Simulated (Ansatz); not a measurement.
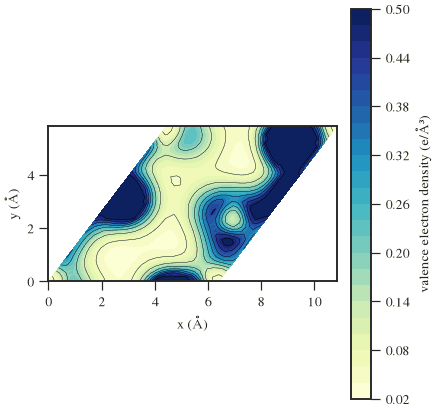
Figure. Valence electron density (e/Å³), cut off at 0.5 on a lattice plane, r²SCAN (plane waves, PAW; program Ansatz)

Question: Which of these materials gives this?
A) AlSiGeN, R3m (Al on 3a, N on 3a, Ge on 3a, Si on 3a)
B) ScRhN2, R-3m (Sc on 3b, Rh on 3a, N on 6c)
C) V2SiN, Cmcm (V on 8f, Si on 4c, N on 4a)
D) Si, P4_32_12 (Si on 4a, Si on 8b)

Answer: A, AlSiGeN, R3m (Al on 3a, N on 3a, Ge on 3a, Si on 3a). Atoms in the plane, in fractions of its two edges: Al at (0.00, 0.00), N at (0.79, 0.90), Ge at (0.07, 0.53), Si at (0.80, 0.40).

The density is the valence pseudo-density with augmentation charge, so density and ELF within about 1 Å of a nucleus are not all-electron values.

The start of the workflow was typed in or built on a structure type; neither database checked (COD, Materials Project) lists it. Whether it is the stable phase at ambient conditions was not checked. The r²SCAN relaxation kept the symmetry of its start; whether a distortion lowers the energy is not shown. Its formation energy is positive at this level, so the cell may be metastable or incomplete.

Potentials: the earlier of the program's two PAW sets.
